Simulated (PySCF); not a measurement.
**One shape, several levels: C3H3F3 (SMILES FCC=C(F)F)**

Wanted: a comparison of 3 runs (HF/3-21G, HF/def2-SVP, PBE/pcseg-2) of C3H3F3. The job is set up through a Python script.

Program for the calculation: PySCF 2.14.0.

## 1. The molecule

C3H3F3 has 9 atoms, charge 0, and is taken as a singlet. SMILES: `FCC=C(F)F`. The shape is that of a PBE0-D4/def2-TZVP optimisation. This is a higher conformer, about 10 kJ/mol above the lowest found by a separate search.

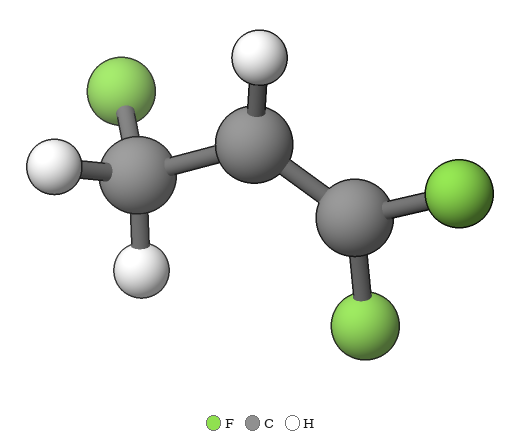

The structure, seen from a chosen angle (fluorine green, carbon grey, hydrogen white).

## 2. Energy and gradient at HF/3-21G (run 1)

calc.py

```python
import pyscf.grad
from pyscf import gto

mol = gto.Mole()
mol.atom = '''
F   -0.358300  -2.020900  -0.611200
C    0.505400  -0.954000  -0.400200
C   -0.088900   0.010600   0.554900
C   -0.480400   1.220700   0.203800
F   -0.387500   1.733200  -1.000400
F   -1.009200   2.099000   1.020000
H    0.705000  -0.487800  -1.366900
H    1.435700  -1.372200  -0.005400
H   -0.233300  -0.274900   1.588400
'''
mol.max_memory = 1860
mol.charge = 0
mol.verbose = 4
mol.spin = 0
mol.basis = '3-21g'
mol.build()

mf = mol.RHF()
mf.conv_tol = 1e-10
mf.kernel()
if not mf.converged:
    mf = mf.newton().run(mf.mo_coeff, mf.mo_occ)

energy = mf.e_tot
print(f'total energy: {energy:.8f} hartree')
grad = mf.Gradients().kernel()
mf.analyze()
```

Launch:

```console
$ OMP_NUM_THREADS=1 python calc.py
```

What it wrote:

```text
PySCF version 2.14.0

[... 68 lines left out ...]
total energy: -411.37814450 hartree
[... 17 lines left out ...]
DFT Exchange-Correlation Energy =      -46.762068903136935
[... 7 lines left out ...]
MO #6   energy= -11.2072421602858  occ= 2
[... 5 lines left out ...]
MO #12  energy= -0.867469397272708 occ= 2
[... 5 lines left out ...]
MO #18  energy= -0.674863765591824 occ= 2
[... 5 lines left out ...]
MO #24  energy= -0.400260471423588 occ= 2
[... 5 lines left out ...]
MO #30  energy= 0.386819945906388  occ= 0
[... 5 lines left out ...]
MO #36  energy= 0.922557427263088  occ= 0
[... 5 lines left out ...]
MO #42  energy= 1.22238794976295   occ= 0
[... 5 lines left out ...]
MO #48  energy= 2.09433565811969   occ= 0
[... 5 lines left out ...]
MO #54  energy= 2.42952635271779   occ= 0
[... 5 lines left out ...]
MO #60  energy= 4.25875791218331   occ= 0
[... 33 lines left out ...]
pop of  3 C 2py           0.90422
pop of  3 C 2pz           0.64717
pop of  3 C 3px           0.00448
pop of  3 C 3py           0.02359
pop of  3 C 3pz           0.02063
pop of  4 F 1s            1.99982
pop of  4 F 2s            1.82447
pop of  4 F 3s            0.00275
pop of  4 F 2px           1.92904
pop of  4 F 2py           1.87988
pop of  4 F 2pz           1.60384
pop of  4 F 3px           0.00085
pop of  4 F 3py           0.00149
pop of  4 F 3pz           0.00032
pop of  5 F 1s            1.99982
pop of  5 F 2s            1.82381
pop of  5 F 3s            0.00274
pop of  5 F 2px           1.86256
pop of  5 F 2py           1.75712
pop of  5 F 2pz           1.79079
pop of  5 F 3px           0.00069
pop of  5 F 3py           0.00112
pop of  5 F 3pz           0.00081
pop of  6 H 1s            0.88416
pop of  6 H 2s            0.01309
pop of  7 H 1s            0.88631
pop of  7 H 2s            0.01193
pop of  8 H 1s            0.85198
pop of  8 H 2s            0.01275
 ** Mulliken atomic charges  **
charge of    0F =     -0.32934
charge of    1C =      0.14154
charge of    2C =     -0.23366
charge of    3C =      0.56363
charge of    4F =     -0.24247
charge of    5F =     -0.23948
charge of    6H =      0.10275
charge of    7H =      0.10176
charge of    8H =      0.13527
Dipole moment(X, Y, Z, Debye):  1.75684,  0.36309,  0.76438
```

Run time: 2.2 s. Hardware: 1 thread of Intel Xeon at 2.70GHz, shared host; peak memory 0.13 GiB.

## 3. Energy and forces at HF/def2-SVP (run 2)

mol.xyz

```xyz
9
C3H3F3
F     -0.358300    -2.020900    -0.611200
C      0.505400    -0.954000    -0.400200
C     -0.088900     0.010600     0.554900
C     -0.480400     1.220700     0.203800
F     -0.387500     1.733200    -1.000400
F     -1.009200     2.099000     1.020000
H      0.705000    -0.487800    -1.366900
H      1.435700    -1.372200    -0.005400
H     -0.233300    -0.274900     1.588400
```

job.py

```python
import pyscf.grad
from pyscf import gto

mol = gto.Mole()
mol.atom = 'mol.xyz'
mol.max_memory = 1860
mol.charge = 0
mol.verbose = 4
mol.basis = 'def2-svp'
mol.build()

calc0 = mol.RHF()
calc0.conv_tol = 1e-10
calc0.kernel()
if not calc0.converged:
    calc0 = calc0.newton().run(calc0.mo_coeff, calc0.mo_occ)

e_final = calc0.e_tot
print('Final energy', e_final)
grad = calc0.Gradients().kernel()
calc0.analyze()
```

Launch:

```console
$ OMP_NUM_THREADS=1 python job.py
```

What it wrote:

```text
PySCF version 2.14.0

[... 85 lines left out ...]
Two-electron Coulomb Energy =          438.179498703753097
[... 11 lines left out ...]
MO #9   energy= -1.56357327648276  occ= 2
[... 9 lines left out ...]
MO #19  energy= -0.684230543723112 occ= 2
[... 9 lines left out ...]
MO #29  energy= 0.321438913359446  occ= 0
[... 9 lines left out ...]
MO #39  energy= 0.756721628491881  occ= 0
[... 9 lines left out ...]
MO #49  energy= 1.35889160642242   occ= 0
[... 9 lines left out ...]
MO #59  energy= 1.69702534593347   occ= 0
[... 9 lines left out ...]
MO #69  energy= 2.14951688034367   occ= 0
[... 9 lines left out ...]
MO #79  energy= 2.75504058492867   occ= 0
[... 9 lines left out ...]
MO #89  energy= 3.51403127709004   occ= 0
[... 9 lines left out ...]
MO #99  energy= 4.37302852456796   occ= 0
[... 72 lines left out ...]
pop of  5 F 1s            1.99998
pop of  5 F 2s            1.80445
pop of  5 F 3s            0.00365
pop of  5 F 2px           1.87297
pop of  5 F 2py           1.77509
pop of  5 F 2pz           1.80459
pop of  5 F 3px           0.00150
pop of  5 F 3py           0.00173
pop of  5 F 3pz           0.00177
pop of  5 F 3dxy          0.00126
pop of  5 F 3dyz          0.00235
pop of  5 F 3dz^2         0.00081
pop of  5 F 3dxz          0.00114
pop of  5 F 3dx2-y2       0.00084
pop of  6 H 1s            0.88906
pop of  6 H 2s            0.01195
pop of  6 H 2px           0.00017
pop of  6 H 2py           0.00042
pop of  6 H 2pz           0.00206
pop of  7 H 1s            0.89289
pop of  7 H 2s            0.01090
pop of  7 H 2px           0.00158
pop of  7 H 2py           0.00067
pop of  7 H 2pz           0.00027
pop of  8 H 1s            0.86307
pop of  8 H 2s            0.01181
pop of  8 H 2px           0.00029
pop of  8 H 2py           0.00039
pop of  8 H 2pz           0.00184
 ** Mulliken atomic charges  **
charge of    0F =     -0.37066
charge of    1C =      0.19100
charge of    2C =     -0.21213
charge of    3C =      0.62689
charge of    4F =     -0.27560
charge of    5F =     -0.27212
charge of    6H =      0.09634
charge of    7H =      0.09370
charge of    8H =      0.12260
Dipole moment(X, Y, Z, Debye):  1.64494,  0.43629,  0.67605
```

Wall time 12 s (1 thread of Intel Xeon at 2.70GHz, shared host); peak memory 0.21 GiB.

## 4. Energy and forces at PBE/pcseg-2 (run 3)

input.py

```python
import pyscf.grad
from pyscf import gto, dft

molecule = gto.Mole()
molecule.atom = '''
F     -0.358300    -2.020900    -0.611200
C      0.505400    -0.954000    -0.400200
C     -0.088900     0.010600     0.554900
C     -0.480400     1.220700     0.203800
F     -0.387500     1.733200    -1.000400
F     -1.009200     2.099000     1.020000
H      0.705000    -0.487800    -1.366900
H      1.435700    -1.372200    -0.005400
H     -0.233300    -0.274900     1.588400
'''
molecule.spin = 0
molecule.max_memory = 1860
molecule.charge = 0
molecule.basis = 'pcseg-2'
molecule.verbose = 4
molecule.build()

mf = dft.RKS(molecule)
mf.xc = 'pbe'
mf.conv_tol = 1e-10
mf.grids.level = 5
mf.kernel()
if not mf.converged:
    mf = mf.newton().run(mf.mo_coeff, mf.mo_occ)

energy = mf.e_tot
print('E(%s) = %.9f' % ('PBE', energy))
grad = mf.Gradients().kernel()
mf.analyze()
```

Launch:

```console
$ OMP_NUM_THREADS=1 python input.py
```

What it wrote:

```text
PySCF version 2.14.0

[... 108 lines left out ...]
MO #2   energy= -24.3103827483368  occ= 2
[... 19 lines left out ...]
MO #22  energy= -0.308283541440012 occ= 2
[... 19 lines left out ...]
MO #42  energy= 0.287598537428612  occ= 0
[... 19 lines left out ...]
MO #62  energy= 0.830188412747231  occ= 0
[... 19 lines left out ...]
MO #82  energy= 1.42068715454099   occ= 0
[... 19 lines left out ...]
MO #102 energy= 2.18271599774434   occ= 0
[... 19 lines left out ...]
MO #122 energy= 3.14954018399355   occ= 0
[... 19 lines left out ...]
MO #142 energy= 3.90137919009014   occ= 0
[... 19 lines left out ...]
MO #162 energy= 4.31665776679735   occ= 0
[... 19 lines left out ...]
MO #182 energy= 5.04591259962668   occ= 0
[... 19 lines left out ...]
MO #202 energy= 6.02501127823003   occ= 0
[... 19 lines left out ...]
MO #222 energy= 8.19299600458154   occ= 0
[... 195 lines left out ...]
pop of  6 H 3dx2-y2       0.00003
pop of  7 H 1s            0.86731
pop of  7 H 2s            0.00539
pop of  7 H 3s            0.00269
pop of  7 H 2px           0.00065
pop of  7 H 2py           0.00084
pop of  7 H 2pz           0.00030
pop of  7 H 3px           0.00029
pop of  7 H 3py           0.00013
pop of  7 H 3pz           0.00014
pop of  7 H 3dxy          0.00011
pop of  7 H 3dyz          0.00004
pop of  7 H 3dz^2         0.00002
pop of  7 H 3dxz          0.00005
pop of  7 H 3dx2-y2       0.00007
pop of  8 H 1s            0.83981
pop of  8 H 2s            0.00593
pop of  8 H 3s            0.00279
pop of  8 H 2px           0.00046
pop of  8 H 2py           0.00053
pop of  8 H 2pz           0.00074
pop of  8 H 3px           0.00005
pop of  8 H 3py           0.00016
pop of  8 H 3pz           0.00021
pop of  8 H 3dxy          0.00000
pop of  8 H 3dyz          0.00005
pop of  8 H 3dz^2         0.00010
pop of  8 H 3dxz          0.00004
pop of  8 H 3dx2-y2       0.00001
 ** Mulliken atomic charges  **
charge of    0F =     -0.30955
charge of    1C =      0.06635
charge of    2C =     -0.25421
charge of    3C =      0.52173
charge of    4F =     -0.21016
charge of    5F =     -0.20821
charge of    6H =      0.12297
charge of    7H =      0.12198
charge of    8H =      0.14911
Dipole moment(X, Y, Z, Debye):  1.25168,  0.58644,  0.57969
```

Wall time 8.3 min (1 thread of Intel Xeon at 2.70GHz, shared host); peak memory 1.8 GiB.

## 5. Overview of the runs

```
run        level  integration grid  energy (Eh)  dipole moment (D)  HOMO energy (eV)  LUMO energy (eV)  wall time
  1     HF/3-21G                 –  -411.378144               1.95            -10.89              4.40      2.2 s
  2  HF/def2-SVP                 –  -413.298717               1.83            -10.96              4.33       12 s
  3  PBE/pcseg-2                 5  -415.365319               1.50             -6.70             -1.12    8.3 min
```

## 6. Outcome

| quantity | value |
| --- | --- |
| run 3: total energy | -415.36532 Eh |
| run 3: dipole moment | 1.50 D |
| run 3: HOMO energy | -6.70 eV |
| run 3: LUMO energy | -1.12 eV |
| run 3: HOMO–LUMO gap | 5.58 eV |
| run 3: largest force on an atom | 0.935 eV/Å |

The dipole moment (its size) runs from 1.50 D (PBE/pcseg-2) to 1.95 D (HF/3-21G). The two ends differ in method and basis. The HOMO–LUMO gap runs from 5.58 eV (PBE/pcseg-2) to 15.29 eV (HF/3-21G). All runs together took 8.6 min, the longest 8.3 min.
